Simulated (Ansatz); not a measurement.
**GaH₂ (doublet): B2PLYP, RPA-PBE over a scan of the angle H2–Ga1–H3, aug-cc-pVDZ**

How well do these functionals follow the top wave-function level for GaH₂ (doublet) over a scan of the angle H2–Ga1–H3?

Program: Ansatz 0.2.0, Gaussian basis. Level of theory: aug-cc-pVDZ, all electrons in the functionals, frozen cores in the correlation of double hybrids and RPA. These are calculated values, not measurements.

To be run: B2PLYP, RPA-PBE, at 70.6°; 84.4°; 101.7°; 120.5°; 123.2°; 143.2°; 156.3°; 180.0°.

16 further runs of the same task are left out: 11 that didn't finish, 5 set aside as unsound or not needed.

**1. The geometry**

The geometry derives from a PBE0/def2-TZVP stationary point (not a proven minimum). One angle is set to the value named; bond lengths are kept. No spin-orbit coupling is included. The filled d shell of Ga may be among the frozen orbitals whatever the setting's name suggests; the logs give the count.

3 atoms, charge 0, spin multiplicity 2.

Atoms are counted from 1 here; the program's logs count them from 0.

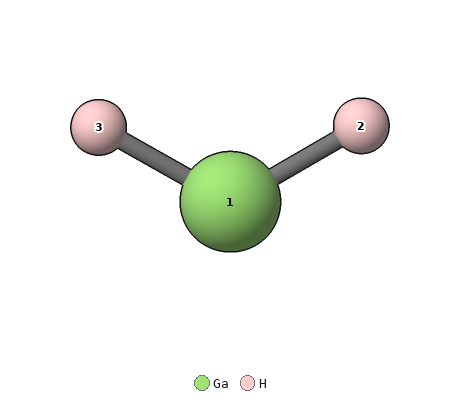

The structure; gallium green, hydrogen pink; atoms are numbered from 1 in the order of the file.

No dispersion term is added.

The geometry shown and the zero of energy belong to the point 120.5°. The yardstick, FCI, and other wave-function levels (R restricted, U unrestricted, valence and pair active spaces) come from earlier runs.

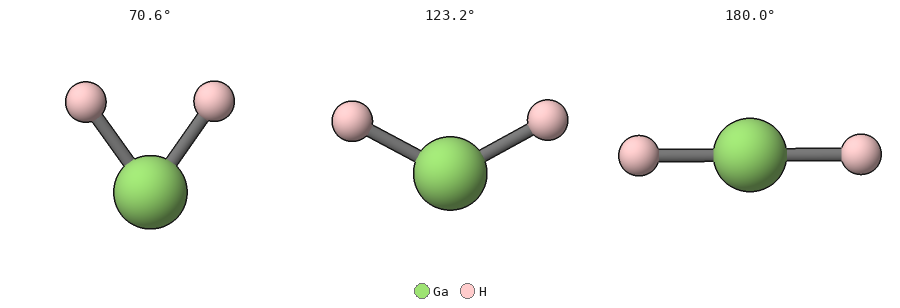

Three points of the scan; sticks are drawn by distance.

**2. B2PLYP, 70.6°**

Contents of in.yaml:

```yaml
crystal:
  periodic: [false, false, false]
  atoms:
    - {symbol: Ga, position_ang: [0.000000, -0.036542, 0.000000]}
    - {symbol: H, position_ang: [0.000000, 1.263860, -0.920735]}
    - {symbol: H, position_ang: [0.000000, 1.263860, 0.920735]}
basis:
  gaussian: {orbitals: aug-cc-pVDZ}
magnetization: {spin_polarized: true, initial_magnetization: 1}
hamiltonian: {xc: {name: B2PLYP}}
correlation: {electrons: outside_noble_gas}
```

Command:

```sh
> ansatz run in.yaml --threads 1 --pin off --events-out ev --progress --plain --max-ram 2393MiB
```

The runs that follow: B2PLYP, 84.4°; B2PLYP, 101.7°; B2PLYP, 120.5°; B2PLYP, 123.2°; B2PLYP, 143.2°; B2PLYP, 156.3°; B2PLYP, 180.0°; RPA-PBE, 70.6°; RPA-PBE, 84.4°; RPA-PBE, 101.7°; RPA-PBE, 120.5°; RPA-PBE, 123.2°; RPA-PBE, 143.2°; RPA-PBE, 156.3°; RPA-PBE, 180.0°.

Q: Predict the results of all the runs planned. Wanted: span of the FCI curve; largest miss, B2PLYP; largest miss, RPA-PBE.

As calculated:

| quantity | value |
| --- | --- |
| span of the FCI curve | 1.200 eV |
| largest miss, B2PLYP | +0.023 eV (70.6°) |
| largest miss, RPA-PBE | -0.072 eV (70.6°) |

**Reading.** Of the functionals, B2PLYP keep the smallest largest miss at the points compared (at most 0.023 eV) and RPA-PBE strays most (0.072 eV, at 70.6°). Functionals and the yardstick converge differently with the basis, so part of each miss in aug-cc-pVDZ is the basis.
